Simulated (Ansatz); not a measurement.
**GaHClO (SMILES [O][GaH][Cl]) at UPBE-QIDH/def2-SVPD**

What is the vertical electron affinity of GaHClO at UPBE-QIDH/def2-SVPD? 

The calculation is run with Ansatz 0.2.0.

70 further runs of the same task are left out: 1 that didn't finish, 69 set aside as unsound or not needed. Runs told in other sessions of the task aren't counted.

**1. The structure to begin with**

GaHClO: 4 atoms, total charge 0, spin state doublet. SMILES: `[O][GaH][Cl]`. The shape is that of a PBE0-D4/def2-TZVP optimisation.

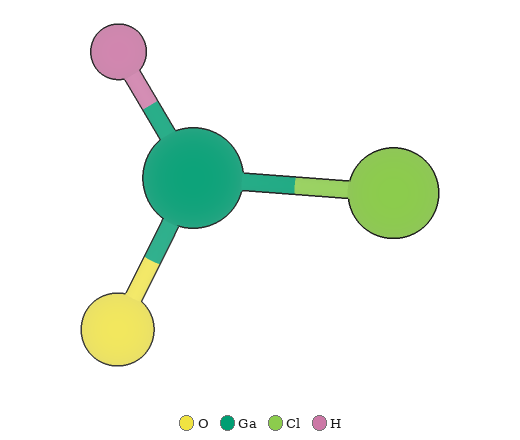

Viewed from a chosen angle; oxygen yellow, gallium teal, chlorine green, hydrogen pink.

**2. A single-point energy at UPBE-QIDH/def2-SVPD**

Contents of input.yaml:

```yaml
crystal:
  periodic: [false, false, false]
  atoms:
    - {symbol: O, position_ang: [-1.739800, -0.117700, -0.212200]}
    - {symbol: Ga, position_ang: [0.030900, 0.144300, -0.061200]}
    - {symbol: Cl, position_ang: [1.050700, -1.557300, 0.708800]}
    - {symbol: H, position_ang: [0.713700, 1.470500, -0.455700]}
basis:
  gaussian:
    orbitals: def2-SVPD
magnetization:
  spin_polarized: true
  initial_magnetization: 1
hamiltonian:
  xc: {name: PBE-QIDH}
correlation:
  frozen_orbitals: {Cl: 5, Ga: 9, H: 0, O: 1}
accuracy: high
output:
  orbitals: {seedname: orbitals}
```

Started as:

```
ansatz run input.yaml --threads 1 --pin off --max-ram 3480MiB --events-out events.jsonl --progress --plain --runs-dir runs
```

Standard output:

```text
Warning: RAYON_NUM_THREADS=1 ignored (pool sized by the plan → 1); use --threads N
Functional definition: PBE-QIDH
  name "PBE-QIDH"
  parameter a = 3^(-1/3)
  parameter c = 1/3
  exchange = (1 - a)*pbe_x + a*exact_x
  correlation = (1 - c)*pbe_c + c*(mp2_os + mp2_ss)
1788 factors; integrals over basis functions are off by at most 4.1e-9 eV
mean field evaluation 1: about -66908.5450 eV, gradient 4.2e1 eV
mean field evaluation 2: about -66908.5717 eV, gradient 4.2e1 eV
mean field evaluation 4: about -66918.6881 eV, gradient 1.1e1 eV
mean field evaluation 8: about -66920.6048 eV, gradient 1.0e0 eV
mean field evaluation 16: about -66920.7120 eV, gradient 5.5e-2 eV
mean field evaluation 32: about -66920.7120 eV, gradient 2.2e-5 eV
mean field evaluation 64: about -66910.5363 eV, gradient 1.2e1 eV
mean field evaluation 96: about -66910.9212 eV, gradient 2.8e0 eV
mean field -66920.71198928 eV, -2459.2908051182 hartree, gradient 5.2e-8 eV, S^2 0.756490; 4 other end points of the search recorded, 0 dependent functions left out
15 core orbitals not correlated: weight in the atoms' cores, before any rotation towards them, 1.000 or more for the frozen orbitals, at most 0.000 for the correlated occupied ones
reference -66920.71199042 eV, -2459.2908051603 hartree; 14, 13 occupied and 67, 68 virtual orbitals, 1788 factors
second order -15.56532035 eV of doubles, -0.00000000 eV of singles
Total energy: -66925.90043054 eV, -2459.4814768177 hartree
```

Run time: 40 s. Hardware: 1 thread of Arm Neoverse V2, shared host; peak memory 0.67 GiB.

**3. The singlet anion at the same level**

Contents of input.yaml:

```yaml
crystal:
  periodic: [false, false, false]
  atoms:
    - {symbol: O, position_ang: [-1.739800, -0.117700, -0.212200]}
    - {symbol: Ga, position_ang: [0.030900, 0.144300, -0.061200]}
    - {symbol: Cl, position_ang: [1.050700, -1.557300, 0.708800]}
    - {symbol: H, position_ang: [0.713700, 1.470500, -0.455700]}
basis:
  gaussian: {orbitals: def2-SVPD}
hamiltonian: {xc: {name: PBE-QIDH}}
accuracy: high
total_charge: -1
correlation: {frozen_orbitals: {Cl: 5, Ga: 9, H: 0, O: 1}}
output: {orbitals: {seedname: orbitals}}
```

Started as:

```
ansatz run input.yaml --threads 1 --pin off --max-ram 3480MiB --events-out events.jsonl --progress --plain --runs-dir runs
```

Standard output, shortened:

```text
Warning: RAYON_NUM_THREADS=1 ignored (pool sized by the plan → 1); use --threads N
[... 2 set-up lines as earlier in the session ...]
[...]
1790 factors; integrals over basis functions are off by at most 3.9e-9 eV
[...]
mean field -66922.38456950 eV, -2459.3522713076 hartree, gradient 5.3e-8 eV, S^2 0.000000; 0 other end points of the search recorded, 0 dependent functions left out
15 core orbitals not correlated: weight in the atoms' cores, before any rotation towards them, 1.000 or more for the frozen orbitals, at most 0.000 for the correlated occupied ones
reference -66922.38457049 eV, -2459.3522713440 hartree; 14, 14 occupied and 67, 67 virtual orbitals, 1790 factors
second order -18.68091389 eV of doubles, -0.00000000 eV of singles
Total energy: -66928.61154179 eV, -2459.5811083183 hartree
```

Wall time 12 s (1 thread of Arm Neoverse V2, shared host); peak memory 0.31 GiB.

**4. Results**

At UPBE-QIDH/def2-SVPD, 15 core orbitals frozen:

```
                                                                quantity           value
                                            doublet GaHClO: total energy  -2459.48148 Eh
doublet GaHClO: HOMO energy (SCF part's orbitals) (highest over α and β)       -11.45 eV
 doublet GaHClO: LUMO energy (SCF part's orbitals) (lowest over α and β)        -0.97 eV
                                                    doublet GaHClO: ⟨S²⟩           0.756
                                             singlet anion: total energy  -2459.58111 Eh
                        singlet anion: HOMO energy (SCF part's orbitals)        -3.16 eV
                        singlet anion: LUMO energy (SCF part's orbitals)         4.56 eV
    singlet anion: HOMO–LUMO gap (to an unbound level, set by the basis)         7.72 eV
                       vertical electron affinity (to the singlet anion)        2.711 eV
```

In words: At fixed nuclei the extra electron is bound by 2.71 eV (63 kcal/mol).
